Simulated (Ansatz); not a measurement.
B2SiH5: several calculations on one system

**1. Relaxation**

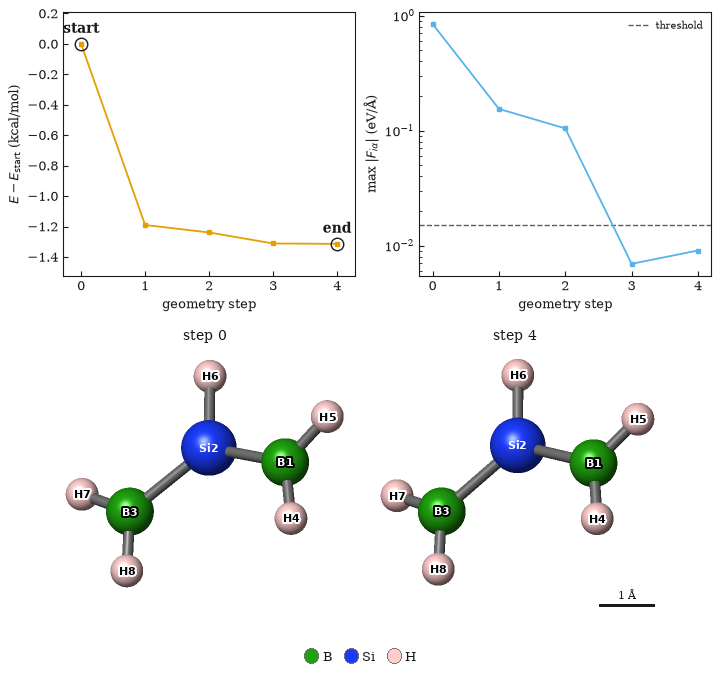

First and last geometry of a relaxation of B$_{2}$SiH$_{5}$ (multiplicity 2), with the history of the run. A ball-and-stick model, seen at a tilt.

The run prepares an end point of a later path (torsion) calculation, from a guessed geometry.

Method: UKS CAM-B3LYP/STO-3G in Ansatz 0.2.0. Settings: collinear spin; force threshold 0.015 eV/Å; at most 40 steps.

Question: What do the curves and the structures tell?

Answer: It converged. After 4 geometry steps the energy has fallen by 1.31 kcal/mol. The largest force component goes from 0.85 to 0.0091 eV/Å. The largest move after the best rigid fit is that of H7, 0.10 Å. Largest moves by element: H 0.10 Å, Si 0.05 Å, B 0.04 Å. Some distances before and after: Si2–H6 1.490 → 1.443 Å, B1–Si2 1.918 → 1.902 Å, B1–H4 1.176 → 1.168 Å. Among the angles between lasting bonds that change: B1–Si2–B3 129.3° → 125.9°, Si2–B1–H5 123.3° → 121.3°. Cost: 9.9 s on 1 thread of Arm Neoverse V1, on a shared host, peak memory 0.11 GiB.

Limits of the set-up: STO-3G is a minimal basis, so the numbers are rough.

**2. Relaxation**

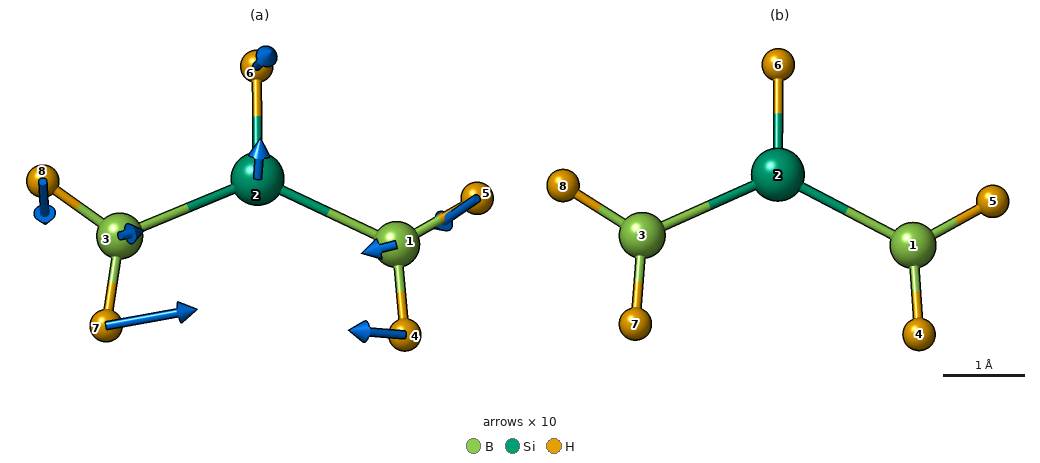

The structure of B$_{2}$SiH$_{5}$ (multiplicity 2) before (left) and after (right) a relaxation, at one scale. The blue arrows give the displacements, magnified 10 times.

A ball-and-stick model, seen at a tilt.

The run prepares an end point of a later path (torsion) calculation, from a guessed geometry.

Computed with Ansatz, UKS CAM-B3LYP/STO-3G. (collinear spin; force threshold 0.015 eV/Å; at most 40 steps)

Question: What changed between the two?

Answer: The energy falls by 5.26 kJ/mol in 4 accepted moves (5 points after the start). The largest force component goes from 0.78 to 0.011 eV/Å. The line search rejected the trial step at point 4 of the run. H7 moves most after the best rigid fit: 0.12 Å. Largest moves by element: H 0.12 Å, Si 0.05 Å, B 0.05 Å. Some distances before and after: Si2–H6 1.490 → 1.442 Å, B1–Si2 1.918 → 1.902 Å, B1–H4 1.176 → 1.168 Å. Among the angles between lasting bonds that change: B1–Si2–B3 129.3° → 126.0°, Si2–B1–H5 123.3° → 121.3°. Cost: 12 s on 1 thread of Arm Neoverse V1, on a shared host, peak memory 0.11 GiB.

Limits of the set-up: STO-3G is a minimal basis, so the numbers are rough.

**3. Path**

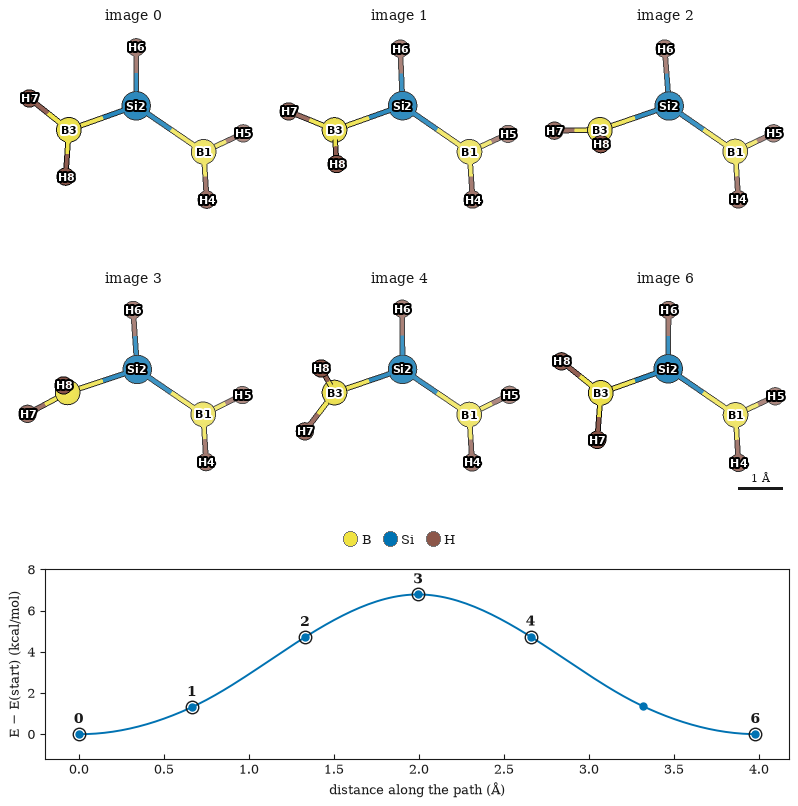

A search for the minimum-energy path of B$_{2}$SiH$_{5}$ (multiplicity 2) by the nudged elastic band. Images are numbered from 0 (start) to 6 (end). Style: ball-and-stick. Shown at a tilt.

These are results of UKS CAM-B3LYP/STO-3G (Ansatz 0.2.0), not measurements. Set-up: 5 movable images; climbing image; force threshold 0.03 eV/Å; iteration limit 60; starting path by image-dependent pair potential.

> What happens along the path, and what is the barrier?

The motion is a rotation about the Si2–B3 bond by about 180°. No bond forms or breaks between the ends. Bond angles that change up to the highest image, for instance: B3–Si2–H6 117.0° → 111.3°, B1–Si2–H6 117.0° → 121.5°. The barrier is about 6.8 kcal/mol in both directions, with image 3 at the top; the ends have the same energy. The band converged in 7 iterations. The largest component of the band force went from 1.8 to 0.026 eV/Å. The climbing image converged on the top of the path. Its vibrational analysis gives one imaginary mode (345i cm⁻¹), as a transition state must have.

Limits of the set-up: STO-3G is a minimal basis, so the numbers are rough.

The run took 64 s on 1 thread of Arm Neoverse V1, on a shared host, peak memory 0.1 GiB.
